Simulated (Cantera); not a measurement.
Charge: 1 mol AlN, 5.9 mol HCl, 3.4 mol N₂, 0.16 mol O₂, at 1.90 Pa.

Cantera equilibrium calculation (NASA polynomials, part measured and part estimated; ideal gas, pure solids and liquids). Candidate condensed phases: Al, AlCl₃, AlN, Al₂O₃, H₂O, NH₄Cl; 45 gas species. The tables' values for AlCl₂ are old estimates; treat these amounts as uncertain. Condensed phases not in the tables: AlOCl. Equilibrium is a limit: real reactors are often held back by kinetics, nucleation or transport.

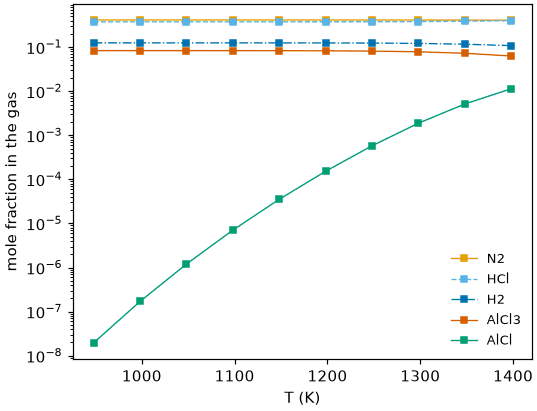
Fig. 1. Equilibrium gas composition (values under 1e-9 drawn at 1e-9)

Q: Read off the mole fractions at 1198 K.

A: N₂ about 0.41, HCl about 0.38, H₂ about 0.12, AlCl₃ about 0.083, AlCl about 0.00015.
